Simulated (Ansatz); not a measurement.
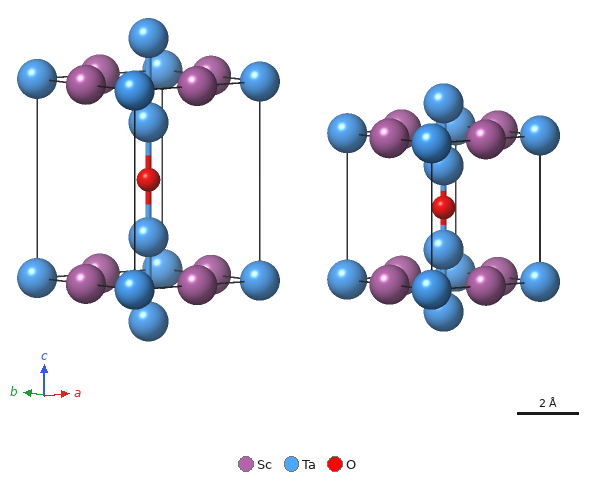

Two geometries of a crystal of Sc2Ta3O (a generated structure, set up in P4/mmm) (coarse preliminary run), drawn at one scale. One is the start of a relaxation, the other its converged end. The picture is a ball-and-stick view of the cell of the calculation, seen from a free direction.

Level of theory: DFT PBE, scalar-relativistic, plane waves, PAW in Ansatz. Settings: plane-wave cutoff 420 eV; k-point mesh 4 × 4 × 4; occupations gaussian; smearing width 0.1 eV; no spin polarisation; cell and atoms relaxed; force threshold 0.04 eV/Å; at most 70 steps.

> Which geometry has the lower energy?

The left one is the relaxed one. The atoms keep their places relative to the cell (all moves are under 0.005 Å). Cell: a = b 4.545 → 5.252 Å (+15.6 %), c 4.864 → 6.616 Å (+36.0 %). Volume +81.7 %. Some distances before and after: Ta–Ta 2.804 → 3.815 Å, Ta–Ta 2.060 → 2.801 Å, Ta–Ta 3.375 → 3.969 Å, O–Ta 1.402 → 1.908 Å. The space group stays P4/mmm (No. 123). After 12 accepted moves (15 points after the start) the energy has fallen by 4323 meV per atom. The largest force component goes from 32 to 0.013 eV/Å. The pressure goes from 137.77 to −0.03 GPa. The line search rejected the trial step at point 13 of the run. At 2 points the geometry stayed and the basis and grid were re-selected for the new cell (energy shift of 135 meV per atom at most each time). The run took 3.1 min on 1 thread of Intel(R) Xeon(R) Processor @ 2.70GHz, with other jobs on the host, peak memory 0.5 GiB.
